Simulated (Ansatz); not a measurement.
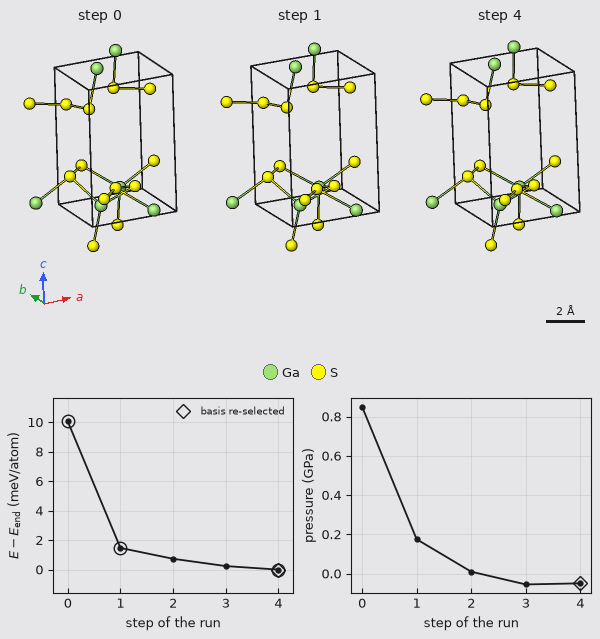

Frames of a relaxation of a crystal of GaS₃ (a generated structure, set up in P1) (coarse preliminary run), marked on the history of the run. The picture is a ball-and-stick view of the cell of the calculation, seen slightly off an axis.

The calculation used Ansatz, DFT PBE, scalar-relativistic, plane waves, PAW. (plane-wave cutoff 420 eV; k-point mesh 4 × 4 × 4; occupations gaussian; smearing width 0.1 eV; no spin polarisation; cell and atoms relaxed; force threshold 0.04 eV/Å; at most 70 steps)

### What happens along the run?

The largest move relative to the cell is that of an S atom, 0.12 Å along [−3 1 2]. By element the largest moves are S 0.12 Å, Ga 0.03 Å. The volume changes by +7.6 %, with a 5.323 → 5.443 Å (+2.3 %), b 5.325 → 5.429 Å (+1.9 %), c 7.461 → 7.638 Å (+2.4 %), α 85.1° → 84.3°, β 87.3° → 88.0°, γ 78.0° → 80.9°. Among the contacts that change: Ga–S 2.385 → 2.424 Å, Ga–S 2.420 → 2.444 Å, S–S 2.083 → 2.073 Å, S–S 2.130 → 2.135 Å. Among the angles between lasting bonds that change: S–Ga–S 105.2° → 110.8°, Ga–S–Ga 89.7° → 95.2°, Ga–S–Ga 94.2° → 97.9°. The space group stays P1 (No. 1). Over 3 accepted moves (4 points after the start) the energy falls by 10.1 meV per atom. Largest force component: 0.085 eV/Å at the start, 0.036 eV/Å at the end. Pressure: 0.85 GPa at the start and −0.05 GPa at the end. The SCF was repeated once at an unchanged geometry on a basis and grid sized afresh for the cell, which shifted the energy by 0.2 meV per atom at most. The run took 64 s on 1 thread of Intel(R) Xeon(R) 6975P-C (Granite Rapids), with other jobs on the host, peak memory 0.57 GiB. From step 0 to 1: an S atom moves most (0.08 Å), volume +5.3 %, energy −8.6 meV per atom. From step 1 to 4: an S atom moves most (0.07 Å), volume +2.2 %, energy −1.5 meV per atom.
